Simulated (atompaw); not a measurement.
# Pseudopotential generation for Si: PAW (atompaw), LDA (PW92)

Aim: build the potential from the settings below, then test how well it stands in for the atom: scattering, ghost states and the plane-wave cutoff that it needs.

Method: atompaw 4.2.0.5, LDA (PW92), scalar-relativistic.

## Step 1: The atom and the settings

Typed settings, in words:

```
element                 : silicon (Si, Z = 14)
type                    : PAW
frozen core             : [Ne]
valence charge          : 4
reference configuration : 3s2 3p2
partial waves           : 3s (bound): rc 2.30 bohr; 3s channel at -0.15 Ry: rc 2.05 bohr; 3p (bound): rc 2.30 bohr; 3p channel at 0.15 Ry: rc 2.25 bohr; 3d channel at 0.2 Ry: rc 2.30 bohr
local potential         : troulliermartins scheme with l = 3 at 0.5 Ry, radius 1.95 bohr
core correction         : smooth core density matched at 1.45 bohr
augmentation charge     : besselshape compensation charge, radius 1.08 bohr; PAW radius 2.30 bohr; waves and projectors: custom rrkj gramschmidtortho
```

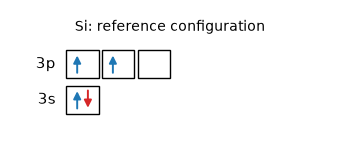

The outer shells as boxes. The arrows follow Hund's rule for the drawing; the calculation itself is spin-unpolarised.

## Step 2: Generating the potential

The input, Si.input:

```
Si 14
LDA-PW scalarrelativistic loggrid 1500 logderivrange -3 5 201
3 3 0 0 0 0
3 1 2
0 0 0
c
c
v
c
v
2
2.30 1.08 1.95 1.45
y
-0.15
n
y
0.15
n
y
0.2
n
custom rrkj gramschmidtortho besselshape
3 0.5 troulliermartins
2.30
2.05
2.30
2.25
2.30
PWSCFOUT
UPFDX 0.0125d0 UPFXMIN -7.d0 UPFZMESH 14.d0
END
```

Launch:

```
atompaw < Si.input > Si.log
```

The output, the file Si (summary file):

```text
 Completed calculations for Si (AE)

 Exchange-correlation type: LDA, Perdew-Wang correlation

 Radial integration grid is logarithmic 
 r0 =   5.6515946E-04 h =   7.9122324E-03   n =      1500 rmax =   8.0000000E+01

 Scalar relativistic calculation

 AEatom converged in  30 iterations
   nz     =  14.00
   delta  =       8.956445091178E-17

 All Electron Orbital energies:         
  n  l      occupancy      energy
  1  0      2.0000000E+00 -1.3071456E+02
  2  0      2.0000000E+00 -1.0197469E+01
  3  0      2.0000000E+00 -7.9959923E-01
  2  1      6.0000000E+00 -7.0271373E+00
  3  1      2.0000000E+00 -3.0596183E-01

 Total energy
   Total                    :     -577.64316015615793

 ---
 Completed calculations for Si (SC)

 Exchange-correlation type: LDA, Perdew-Wang correlation

 Radial integration grid is logarithmic 
 r0 =   5.6515946E-04 h =   7.9122324E-03   n =      1500 rmax =   8.0000000E+01

 Scalar relativistic calculation

 SCatom converged in   1 iterations
   nz     =  14.00
   delta  =       7.072691216602E-17

 Valence Electron Orbital energies:         
  n  l      occupancy      energy
   3  0      2.0000000E+00 -7.9959923E-01
   3  1      2.0000000E+00 -3.0596183E-01

 Total energy
   Total                    :     -577.64316015563645
   Valence                  :      -44.20957245951066

 PAW parameters: 
       lmax =            2
         rc =    2.3096798678695665     
        irc =         1052
   rc_shape =    1.0803189028880442     
    rc_vloc =    1.9560122189537232     
    rc_core =    1.4594460495643602     
   Vloc: Norm-conserving Troullier-Martins with l= 3;e=   5.0000E-01
   Projector type: RRKJ pseudization + Gram-Schmidt ortho.
   Bessel compensation charge shape zeroed at   1.0803E+00

 Number of basis functions     5
 No.   n  nodes  l      Energy         Cp coeff         Occ
  1    3    2    0   -0.7995992E+00  0.1000000E+01  0.2000000E+01
  2  999    3    0   -0.1500000E+00  0.7356322E-02  0.0000000E+00
  3    3    1    1   -0.3059618E+00  0.1000000E+01  0.2000000E+01
  4  999    2    1    0.1500000E+00  0.4704580E-02  0.0000000E+00
  5  999    0    2    0.2000000E+00  0.1000000E+01  0.0000000E+00

 Eigenvalues of overlap operator (in the basis of projectors):
    1        9.63627520E-02
    2        1.76364930E-01
    3        2.25655691E+00
    4        5.33293113E+00
    5        6.26253525E+01

 Orbital leakage outside PAW augmentation regions
   orb  is_core?  %out_of_sphere
   1 0    T           0.00
   2 0    T           0.00
   3 0    F          37.16
   2 1    T           0.01
   3 1    F          59.98

 Summary of PAW energies
   Total valence energy     :    -44.20910319896710
   Smooth energy            :     27.86673155390116
   One center               :    -72.07583475286826
   Smooth kinetic           :      2.99619120153528
   Vloc energy              :      1.11215648300118
   Smooth exch-corr         :     -3.35701247873048
   One-center xc            :    -35.83495944907087

  Detected negative values for pseudo core + nhat
    which may cause trouble 
  Please try reducing rc_core and or adjusting compensation charge shape
```

Run time: 1.7 s. Hardware: 1 thread of Intel Xeon Platinum 8559C, shared host.

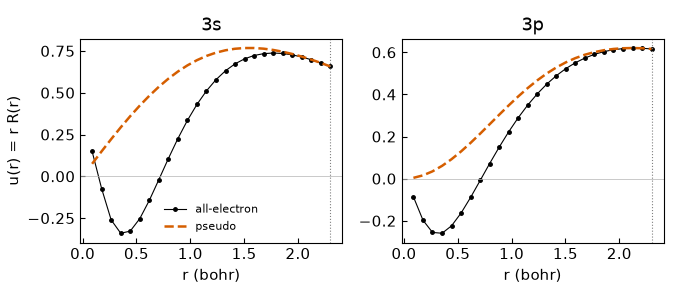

Bound waves of the atom and their pseudo partners (3s, 3p), with the matching radii dotted. The curves join 26 sampled radii.

## Step 3: Scattering by logarithmic derivatives

Taken from the files of the generation run. The phase is arctan(r·u′/u) with u = r·R, unwrapped, with energies in Ry. A pole is an energy at which the radial function vanishes at the test radius. The pseudo phase is shifted by a multiple of π to meet the all-electron one at the reference energy. Levels narrower than the energy grid can be missing from the poles. The last column is the largest difference on the grid between −1 and +1 Ry.

```tsv
channel	radius (bohr)	reference (Ry)	poles AE	poles PS	window around the reference with phases within 0.05 rad (Ry)	largest difference near zero (rad)
s	2.31	-0.80	0.73	0.73, 4.38	below 2.6	0.001
p	2.31	-0.31	1.64	1.64	below 3.8	0.000
d	2.31	0.20	2.56	2.85	below 3.0	0.019
```

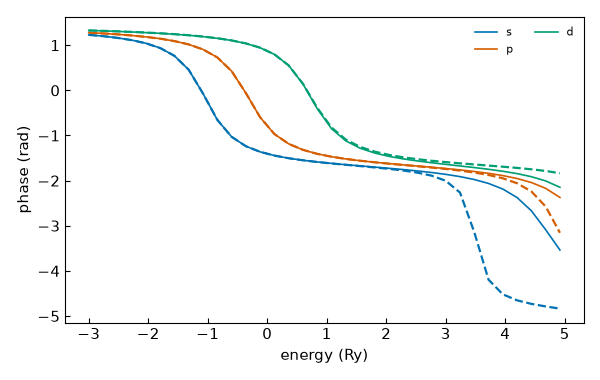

Phases by channel: all-electron solid, pseudo dashed.

## Step 4: Plane-wave convergence, by spherical Bessel functions

A separate test, outside the generator: the pseudo-atom's Hamiltonian at the reference potential is diagonalised in spherical Bessel functions j_l(qr) that vanish at 20 bohr, with q² up to the cutoff.

All-electron valence levels (Ry): 3s -0.7996, 3p -0.3060. The lowest levels of each channel (Ry) by cutoff; the last column sums, over occupied levels, occupation times the distance from the level at 400 Ry. A positive value at high cutoff is not a bound level.

| cutoff (Ry) | s #1 | p #1 | d #1 | f #1 | Σ f·Δε (mRy) |
| --- | --- | --- | --- | --- | --- |
| 8 | -0.7994 | -0.3024 | 0.0563 | 0.1105 | 7.5 |
| 10 | -0.7995 | -0.3048 | 0.0562 | 0.1105 | 2.5 |
| 12 | -0.7996 | -0.3056 | 0.0561 | 0.1105 | 0.7 |
| 15 | -0.7996 | -0.3059 | 0.0561 | 0.1105 | 0.1 |
| 18 | -0.7996 | -0.3060 | 0.0561 | 0.1105 | 0.1 |
| 400 | -0.7996 | -0.3060 | 0.0561 | 0.1105 | 0.0 |

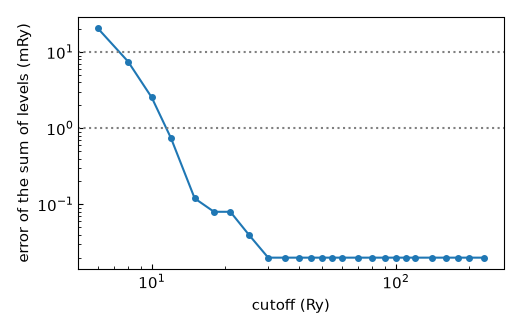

Occupation-weighted error of the valence levels against the cutoff; the dotted lines mark 10 and 1 mRy.

The sum stays within 10 mRy from 8 Ry and within 1 mRy from 12 Ry. The sum leaves out empty levels, which can need more. Ghost test: no level below the all-electron spectrum of its channel (s, p, d, f tested).

## Step 5: What came out

| quantity | value |
| --- | --- |
| cutoffs for 10 and 1 mRy, occupied levels | 8 Ry and 12 Ry |
| bound ghosts | none found |
| largest phase difference near zero energy, channels read | 0.019 rad |
| lowest eigenvalue of the overlap (Bessel basis) | 0.678 (s) |
| share of valence orbitals outside the PAW sphere | 3s 37 %, 3p 60 % |
| UPF file | not written |

By its cutoff, 8 Ry for the looser tolerance, it is soft on the atom at that tolerance. The slowest occupied level is 3p: taken alone it needs 12 Ry to come within 1 mRy, against 6 Ry or less for 3s. No bound ghost shows below the valence levels. Near zero energy the phases of the channels with partial waves agree within 0.019 rad. The pseudo core plus compensation charge is negative at some radii, so no UPF file was written. All of this concerns the isolated atom, not yet a solid.
